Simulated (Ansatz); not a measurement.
# Tl2Se (model cell, started as cuprite): relaxing the cell for a phonon run

Wanted: the relaxed cell of Tl2Se (model cell, started as cuprite).

Calculated with Ansatz 0.2.0; DFT PBEsol, scalar-relativistic, plane waves, PAW.

The structure was built from a prototype and need not be the compound's stable phase.

## 1. Starting point

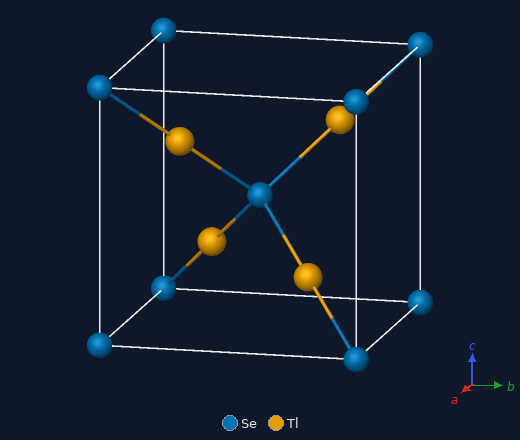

The cell as given, slightly off an axis (selenium blue, thallium orange). Bonds to atoms that aren't drawn are left out. Some periodic images of atoms are drawn too.

## 2. Probe on a coarse mesh

First a cheap look: the gap decides the mesh and the occupations, the pressure tells how far the cell has to move.

Input file input.yaml:

```yaml
crystal:
  lattice:
    - [7.07231, 0.0, 0.0]
    - [0.0, 7.07231, 0.0]
    - [0.0, 0.0, 7.07231]
  atoms:
    - { symbol: Se, position: [0.0, 0.0, 0.0] }
    - { symbol: Se, position: [0.5, 0.5, 0.5] }
    - { symbol: Tl, position: [0.25, 0.25, 0.25] }
    - { symbol: Tl, position: [0.75, 0.75, 0.25] }
    - { symbol: Tl, position: [0.75, 0.25, 0.75] }
    - { symbol: Tl, position: [0.25, 0.75, 0.75] }
kpoints:
  mp_grid: { grid: [4, 4, 4] }
hamiltonian:
  xc: pbesol
scf:
  occupations: { method: gaussian, width: 0.1 }
output:
  forces: true
  stress: true
  eigenvalues: true
```

The run is started by

```
$ ansatz run input.yaml --threads 8 --pin off --max-ram 14336MiB --backend cpu --events-out ev --progress --plain --runs-dir out
```

Numbers of over 12 decimals in the logs are rounded to 6 here.

What it wrote:

```text
Engine: ansatz 0.2.0, aarch64-unknown-linux-gnu
Pseudopotentials: kind: paw
Pseudopotential: Se, paw, valence charge 16, recommended cutoff 420 eV (normal), Se.paw.azcp
Pseudopotential: Tl, paw, valence charge 13, recommended cutoff 420 eV (normal), Tl.paw.azcp
Functional definition: PBEsol
  exchange = pbesol_x
  correlation = pbesol_c
Crystal: 6 atoms, lattice volume = 353.740 Å³
[...]
k-point 0: bands = [... 38 lower, 0.4276, 2.3665, 2.3665, 2.3665, 2.6252, 2.6252, 4.5347, 4.5347, ... 4 higher]
  k-point 1: bands = [... 38 lower, 0.7050, 2.0074, 2.2697, 2.2697, 2.8067, 2.9825, 4.0657, 4.5789, ... 4 higher]
  k-point 2: bands = [... 38 lower, 1.3475, 1.3475, 2.1899, 2.1899, 3.3265, 3.3265, 3.7043, 3.7043, ... 4 higher]
  k-point 9: bands = [... 38 lower, 0.1695, 2.4226, 2.4226, 2.4226, 3.2758, 3.2759, 3.2759, 4.7508, ... 4 higher]
[key lines of the parts left out:]
SCF converged after 7 iterations
Free energy (F): -56029.299034 eV
Fermi energy:    2.534705 eV
P = ⅓ Tr σ = -0.8068 GPa (-8.068 kbar)
```

Wall time 1.3 s (8 threads of Arm Neoverse V2, shared host); peak memory 1 GiB; 8.3 s of CPU time.

Numbers from this step:

- pressure: -0.8068 GPa
- volume per atom: 58.96 Å³
- gap on the k-mesh: 0.2026 eV
- direct gap on mesh: 0.2587 eV

The coarse mesh shows a gap of 0.20 eV and a pressure of -0.8 GPa.

## 3. Relaxation, smearing width 0.01 eV

The cell and atoms are relaxed, since residual forces and stress would shift the frequencies.

input.yaml, the sections that differ from step 2:

```yaml
kpoints:
  mp_grid: { grid: [6, 6, 6] }
scf:
  occupations: { method: gaussian, width: 0.01 }
output:
  forces: true
  stress: true
  eigenvalues: true
  write_density: true
  write_potential: true
  elf: true
  volumetric_format: npy
relax:
  adjacent_minimum: "off"
  f_tol: 0.005
  max_steps: 80
  cell: { stress_tol: 0.05 }
# crystal, hamiltonian: as in step 2
```

What it wrote:

```text
[...]
Crystal: 6 atoms, lattice volume = 353.740 Å³
Basis set: ecut = 420 eV, 6931 PW (Γ), exchange–correlation on 96×96×96 points (8 copies of the dense FFT grid, shifted against one another)
Bands: 51, of which v1, the nominal top of the filled ones, is band 42 counted from 1 (41 counted from 0)
Symmetry: 48 space group operations
[...]
k-points: 20 of 216
[...]
SCF iter   1: F=—  HF=-56029.297221 eV  |F-HF|=—  |Δ(HF+E_count)|=         —  Δρ=3.39e-3  dr2=8.91e-2  ethr=1.77e-3  ⟨swp⟩=6.3  Hψ=3770  notcnv=0
[...]
SCF iter   7: F=-56029.300516 eV  HF=-56029.300516 eV  |F-HF|=6.76e-8  |Δ(HF+E_count)|=   2.85e-6  Δρ=2.61e-6  dr2=3.23e-8  ethr=1.19e-10  ⟨swp⟩=14.2  Hψ=7537  notcnv=0
SCF 1 converged in 7 iterations: F = -56029.300516 eV  dr2 = 3.23e-8
  Residual-converged pass: ⟨swp⟩=1.0  Hψ=1100  notcnv=0  max |occ|·‖R‖ = 7.0e-9 eV (tolerance 1.0e-8 eV)  dr2=3.23e-8  dr2_onsite=3.82e-9  max |Δocc| = 1.7e-50
[...]
relax step   1: F+E_penalty+E_count = -56029.30051592 eV  Δ(F+E_penalty+E_count) = +0.000e0 eV  max|allowed force component| = 1.687e-19 eV/Å  Δτ_max = 0.0000 Å  P = -0.808 GPa  Ω = 353.740 Å³  (7 SCF iters, dr2 threshold 1.00e-7 eV, accepted)
Crystal: 6 atoms, lattice volume = 340.329 Å³
Basis set: ecut = 420 eV, 6667 PW (Γ), exchange–correlation on 96×96×96 points (8 copies of the dense FFT grid, shifted against one another)
[...]
iter 1 solved again at ethr=2.64e-5 eV; its pass at ethr=3.10e-3 eV (dr2=2.22e-2 eV) is discarded
[...]
SCF iter   6: F=-56029.355762 eV  HF=-56029.355762 eV  |F-HF|=3.25e-7  |Δ(HF+E_count)|=   3.84e-6  Δρ=6.17e-6  dr2=2.72e-7  ethr=7.14e-10  ⟨swp⟩=10.7  Hψ=7768  notcnv=0
SCF 2 converged in 6 iterations: F = -56029.355762 eV  dr2 = 2.72e-7
relax step   2: F+E_penalty+E_count = -56029.35576249 eV  Δ(F+E_penalty+E_count) = -5.525e-2 eV  max|allowed force component| = 4.048e-18 eV/Å  Δτ_max = 0.0000 Å  P = -0.471 GPa  Ω = 340.329 Å³  energy of the carried Pulay correction = +1.233e-3 eV  (6 SCF iters, dr2 threshold 6.00e-7 eV, accepted)
Crystal: 6 atoms, lattice volume = 323.173 Å³
Basis set: ecut = 420 eV, 6355 PW (Γ), exchange–correlation on 96×96×96 points (8 copies of the dense FFT grid, shifted against one another)
[...]
SCF iter   7: F=-56029.380456 eV  HF=-56029.380456 eV  |F-HF|=2.02e-8  |Δ(HF+E_count)|=   1.25e-7  Δρ=1.68e-6  dr2=2.43e-8  ethr=6.61e-10  ⟨swp⟩=6.0  Hψ=6125  notcnv=0
SCF 3 converged in 7 iterations: F = -56029.380456 eV  dr2 = 2.43e-8
relax step   3: F+E_penalty+E_count = -56029.38045612 eV  Δ(F+E_penalty+E_count) = -2.469e-2 eV  max|allowed force component| = 2.988e-18 eV/Å  Δτ_max = 0.0000 Å  P = +0.054 GPa  Ω = 323.173 Å³  energy of the carried Pulay correction = +2.933e-3 eV  (7 SCF iters, dr2 threshold 5.55e-7 eV, accepted)
[...]
relax step   4: F+E_penalty+E_count = -56029.38058025 eV  Δ(F+E_penalty+E_count) = -1.241e-4 eV  max|allowed force component| = 2.168e-18 eV/Å  Δτ_max = 0.0000 Å  P = +0.002 GPa  Ω = 324.859 Å³  energy of the carried Pulay correction = +2.759e-3 eV  (6 SCF iters, dr2 threshold 7.32e-9 eV, accepted)
[...]
SCF iter   6: F=-56029.377989 eV  HF=-56029.377989 eV  |F-HF|=1.46e-11  |Δ(HF+E_count)|=  6.55e-11  Δρ=2.58e-8  dr2=1.93e-12  ethr=1.00e-12  ⟨swp⟩=5.0  Hψ=4268  notcnv=0
SCF 5 converged in 6 iterations: F = -56029.377989 eV  dr2 = 1.93e-12
relax step   5: F+E_penalty+E_count = -56029.37798869 eV  Δ(F+E_penalty+E_count) = +2.592e-3 eV  max|allowed force component| = 1.735e-18 eV/Å  Δτ_max = 0.0000 Å  P = -0.001 GPa  Ω = 324.859 Å³  stress off target by 9.19e-4 GPa  SCF on the basis re-selected at this cell (its energy is not comparable with the rows above)  (6 SCF iters)
basis re-selected at this cell: Δ(F+E_penalty+E_count) = +2.592e-3 eV, ΔP = -0.003 GPa vs the last step (what re-selecting the basis moved, of the pressure what is left beyond the Pulay correction that the steps carried, after the strain that the cell walked since its last selection, with what the two solves' SCF thresholds leave and, on support functions, any second-order correction that the steps lacked; it is no m [...]
SCF converged after 6 iterations
Free energy (F): -56029.377989 eV
[...]
Internal energy: -56029.377900 eV  (E = F + TS)
E sigma→0 (E₀):  -56029.377944 eV
Entropy (-TS):   -0.000089 eV (-0.015 meV/atom)
Fermi energy:    3.034498 eV
[...]
--- Stress (GPa, compression-positive) ---
       -0.000919       0.000000      -0.000000
        0.000000      -0.000919      -0.000000
       -0.000000      -0.000000      -0.000919
  P = ⅓ Tr σ = -0.0009 GPa (-0.009 kbar)
--- Band table (eV; the first three rows and the last of 20) ---
  k-point 0: bands = [... 38 lower, 0.7159, 2.9760, 2.9760, 2.9760, 3.0395, 3.0395, 5.1677, 5.1677, ... 5 higher]
  k-point 1: bands = [... 38 lower, 0.8798, 2.7562, 2.9110, 2.9110, 3.1283, 3.2637, 4.8942, 5.2106, ... 5 higher]
  k-point 2: bands = [... 38 lower, 1.2987, 2.3584, 2.8009, 2.8009, 3.3902, 3.6741, 4.3459, 4.9766, ... 5 higher]
  k-point 19: bands = [... 38 lower, 0.4234, 3.0275, 3.0275, 3.0275, 3.7694, 3.7694, 3.7694, 5.4457, ... 5 higher]
--- Relaxed structure (4 steps of the walk, 4 accepted, 1 SCFs on fresh bases) ---
  F+E_penalty+E_count = -56029.37798869 eV   max|allowed force component| = 1.735e-18 eV/Å   (the final SCF, on the basis selected at the relaxed cell)
  cell:  # Å, volume = 324.8588 Å³
    - [6.874349, 0, 0]
    - [0, 6.874349, 0.0]
    - [0, 0.0, 6.874349]
  atoms:
    - { symbol: Se, position: [0, 0, 0] }
    - { symbol: Se, position: [0.5, 0.5, 0.5] }
    - { symbol: Tl, position: [0.25, 0.25, 0.25] }
    - { symbol: Tl, position: [0.75, 0.75, 0.25] }
    - { symbol: Tl, position: [0.75, 0.25, 0.75] }
    - { symbol: Tl, position: [0.25, 0.75, 0.75] }
```

It took 14 s on 8 threads; peak memory 1.2 GiB.

The steps of the relaxation:

```csv
step,energy less that of the first step (eV),largest force component (eV/Å),pressure (GPa),volume (Å³)
1,0.0000,0.0000,-0.81,353.74
2,-0.0552,0.0000,-0.47,340.33
3,-0.0799,0.0000,0.05,323.17
4,-0.0801,0.0000,0.00,324.86
5*,-0.0775,0.0000,0.00,324.86
```

Relaxation steps marked * repeat the geometry before them on a plane-wave basis chosen anew for their cell, so energy and pressure can jump there.

The run keeps the 48 symmetry operations that it works with, so distortions that break them were not tested.

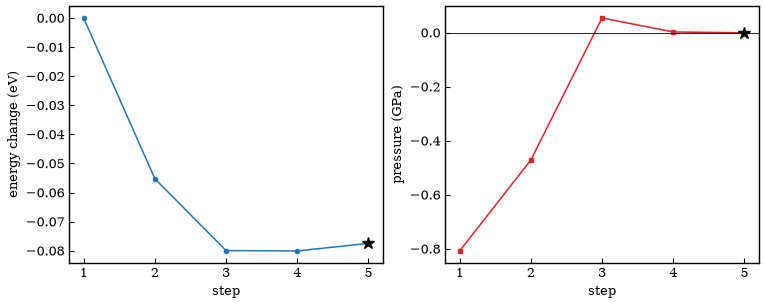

Energy and pressure along the relaxation. Stars mark steps on a basis chosen anew.

| conventional cell, symmetrised | before | after | change |
| --- | --- | --- | --- |
| a (Å) | 7.072 | 6.874 | -2.8 % |
| b (Å) | 7.072 | 6.874 | -2.8 % |
| c (Å) | 7.072 | 6.874 | -2.8 % |
| volume (Å³/atom) | 58.96 | 54.14 | -8.2 % |

Final coordinates:

```cif
data_structure
_symmetry_space_group_name_H-M 'P 1'
_symmetry_Int_Tables_number 1
_cell_length_a 6.8743
_cell_length_b 6.8743
_cell_length_c 6.8743
_cell_angle_alpha 90.000
_cell_angle_beta 90.000
_cell_angle_gamma 90.000
_cell_volume 324.86
loop_
_atom_site_label
_atom_site_type_symbol
_atom_site_fract_x
_atom_site_fract_y
_atom_site_fract_z
_atom_site_occupancy
Se1 Se 0.00000 0.00000 0.00000 1
Se2 Se 0.50000 0.50000 0.50000 1
Tl3 Tl 0.25000 0.25000 0.25000 1
Tl4 Tl 0.75000 0.75000 0.25000 1
Tl5 Tl 0.75000 0.25000 0.75000 1
Tl6 Tl 0.25000 0.75000 0.75000 1
```

This step gave:

- pressure: -9.19e-4 GPa
- volume per atom: 54.14 Å³
- gap on the k-mesh: 0.01195 eV
- direct gap on mesh: 0.06343 eV

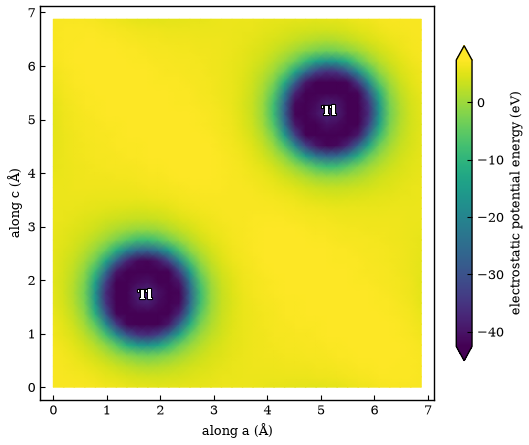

Electrostatic potential energy in the ac plane at fractional y = 0.250, with atoms of Tl within 0.2 Å of it. With pseudopotentials it is smooth inside the atoms' cores, unlike the true potential.

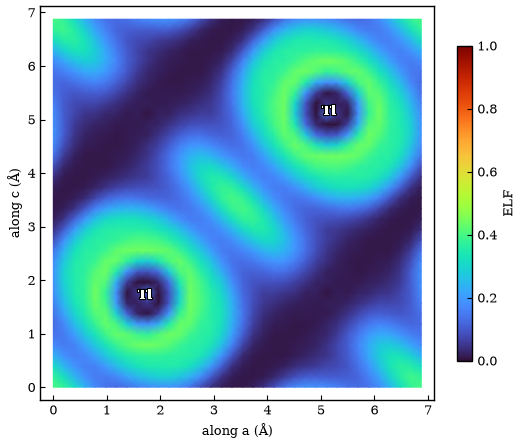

ELF in the ac plane at fractional y = 0.250, with atoms of Tl within 0.2 Å of it. It is the smooth field of the valence electrons, not physical close to the nuclei.

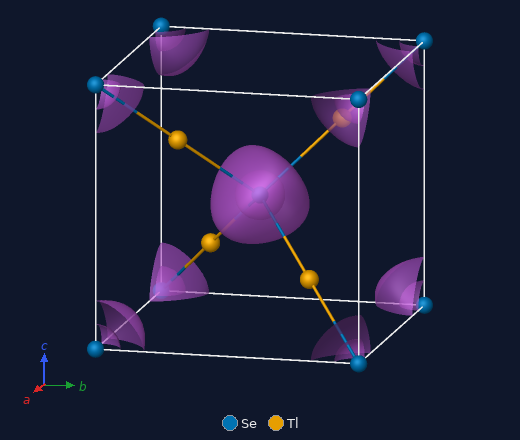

Surface of ELF = 0.73. Bonds to atoms that aren't drawn are left out.

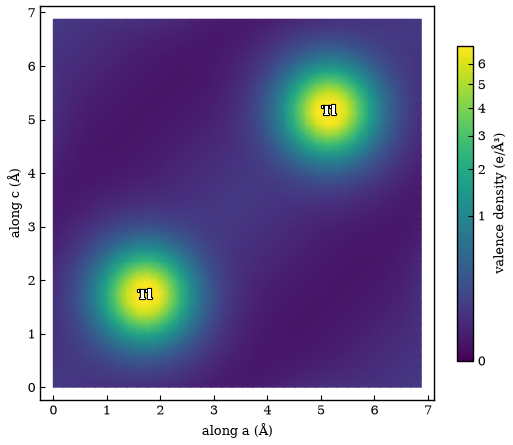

Valence density in the ac plane at fractional y = 0.250, with atoms of Tl within 0.2 Å of it. It is the smooth field of the valence electrons, not physical close to the nuclei. The colour scale is stretched toward low values.

In this step the volume went from 58.96 to 54.14 Å³/atom.

## 4. Bringing the structure to rest, smearing width 0.1 eV

The relaxation is repeated from its end, on the mesh and smearing that suit the cell and gap now reached.

Edit input.yaml of step 3 so:

```diff
@@ -2,5 +2,5 @@
   lattice:
-    - [7.07231, 0.0, 0.0]
-    - [0.0, 7.07231, 0.0]
-    - [0.0, 0.0, 7.07231]
+    - [6.8743487558, 0.0, 0.0]
+    - [0.0, 6.8743487558, 0.0]
+    - [0.0, 0.0, 6.8743487558]
   atoms:
@@ -17,3 +17,3 @@
 scf:
-  occupations: { method: gaussian, width: 0.01 }
+  occupations: { method: gaussian, width: 0.1 }
 output:
```

What it wrote:

```text
[...]
Crystal: 6 atoms, lattice volume = 324.859 Å³
Basis set: ecut = 420 eV, 6355 PW (Γ), exchange–correlation on 96×96×96 points (8 copies of the dense FFT grid, shifted against one another)
Bands: 51, of which v1, the nominal top of the filled ones, is band 42 counted from 1 (41 counted from 0)
Symmetry: 48 space group operations
[...]
k-points: 20 of 216
[...]
cell:  # Å, volume = 324.8588 Å³
    - [6.8743487558, 0.0, 0.0]
    - [0.0, 6.8743487558, 0.0]
    - [0.0, 0.0, 6.8743487558]
  atoms:
    - { symbol: Se, position: [0.0, 0.0, 0.0] }
    - { symbol: Se, position: [0.5, 0.5, 0.5] }
    - { symbol: Tl, position: [0.25, 0.25, 0.25] }
    - { symbol: Tl, position: [0.75, 0.75, 0.25] }
    - { symbol: Tl, position: [0.75, 0.25, 0.75] }
    - { symbol: Tl, position: [0.25, 0.75, 0.75] }
[key lines of the parts left out:]
SCF converged after 5 iterations
Free energy (F): -56029.379779 eV
Fermi energy:    3.055701 eV
P = ⅓ Tr σ = -0.0189 GPa (-0.189 kbar)
```

It took 5.3 s on 8 threads; peak memory 1.1 GiB.

Little changed from the start: no atom moved by 0.005 Å and no cell edge by 0.1 %.

This step gave:

```yaml
pressure: -0.01887 GPa
gap_on_the_k_mesh: 0 eV
```

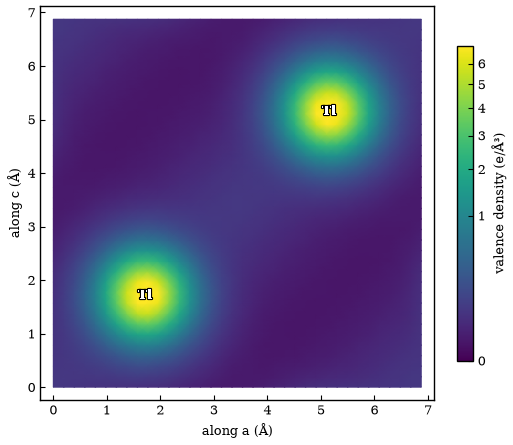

Valence density in the ac plane at fractional y = 0.250, with atoms of Tl within 0.2 Å of it. It is the smooth field of the valence electrons, not physical close to the nuclei. The colour scale is stretched toward low values.

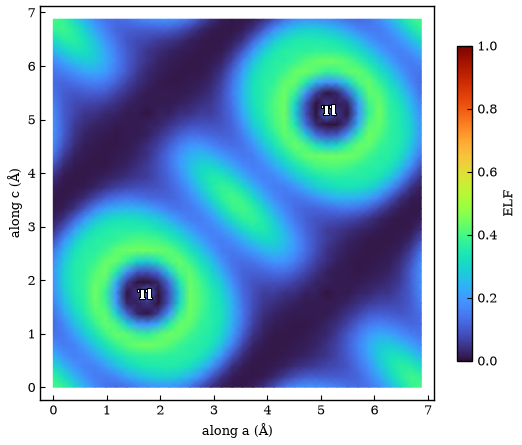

ELF in the ac plane at fractional y = 0.250, with atoms of Tl within 0.2 Å of it. It is the smooth field of the valence electrons, not physical close to the nuclei.

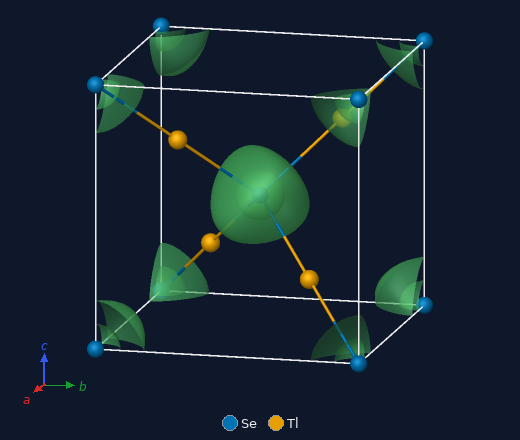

Surface of ELF = 0.73. Bonds to atoms that aren't drawn are left out.

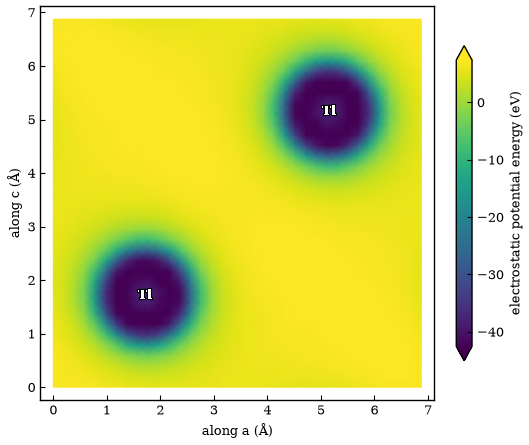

Electrostatic potential energy in the ac plane at fractional y = 0.250, with atoms of Tl within 0.2 Å of it. With pseudopotentials it is smooth inside the atoms' cores, unlike the true potential.

In this step the volume went from 54.14 to 54.14 Å³/atom.

## 5. Tight relaxation

Phonons need a cell at rest on their own settings, so the relaxation is repeated with tight tolerances on forces and stress on the k mesh and occupations of the first response run.

input.yaml, the sections that differ from step 4:

```yaml
scf:
  occupations: { method: methfessel_paxton, width: 0.2 }
output:
  forces: true
  stress: true
  eigenvalues: true
relax:
  adjacent_minimum: "off"
  f_tol: 0.001
  max_steps: 60
  cell: { stress_tol: 0.01 }
# crystal, kpoints, hamiltonian: as in step 4
```

What it wrote:

```text
[...]
Crystal: 6 atoms, lattice volume = 324.859 Å³
Basis set: ecut = 420 eV, 6355 PW (Γ), exchange–correlation on 96×96×96 points (8 copies of the dense FFT grid, shifted against one another)
Bands: 51, of which v1, the nominal top of the filled ones, is band 42 counted from 1 (41 counted from 0)
Symmetry: 48 space group operations
[...]
k-points: 20 of 216
[...]
cell:  # Å, volume = 324.6107 Å³
    - [6.872598, 0, 0]
    - [0, 6.872598, 0]
    - [0, 0, 6.872598]
  atoms:
    - { symbol: Se, position: [0, 0, 0] }
    - { symbol: Se, position: [0.5, 0.5, 0.5] }
    - { symbol: Tl, position: [0.25, 0.25, 0.25] }
    - { symbol: Tl, position: [0.750000, 0.750000, 0.25] }
    - { symbol: Tl, position: [0.750000, 0.25, 0.750000] }
    - { symbol: Tl, position: [0.25, 0.750000, 0.750000] }
[key lines of the parts left out:]
SCF converged after 5 iterations
Free energy (F): -56029.369451 eV
Fermi energy:    3.007523 eV
P = ⅓ Tr σ = -0.0084 GPa (-0.084 kbar)
```

Wall time 6.9 s (8 threads); peak memory 1.1 GiB.

Little changed from the start: no atom moved by 0.005 Å and no cell edge by 0.1 %.

Numbers from this step:

| Quantity | Value |
| --- | --- |
| pressure | -0.008409 GPa |
| volume per atom | 54.10 Å³ |

The forces vanish by symmetry and the pressure is -0.008 GPa, within the tolerances set. The cell now holds 54.10 Å³/atom.

## 6. Summary of results

```json
{"space group after relaxation (within 0.01 Å)": "Pn-3m", "lattice constant a": "6.873 Å", "lattice constant b": "6.873 Å", "lattice constant c": "6.873 Å", "volume per atom": "54.1 Å³"}
```

**Reading.** The forces vanish by symmetry and the pressure is -0.008 GPa, within the tolerances set. The cell now holds 54.10 Å³/atom. The relaxation keeps the symmetry of its start, so it says nothing on stability against lower symmetry. Spin-orbit coupling is left out, which can matter for the heavy elements here. The starting cell was built on a prototype and not taken from a measurement, so the phase need not exist.

[Logs are printed without paths, hosts, clocks, repeated set-up lines and the standing remarks that a program may print on its own settings, such as how far it seeks lower states.]

[Hosts, paths, dates, database ids (printed as entryN), source tags and the programs' standing remarks are cut or masked in the printed files.]
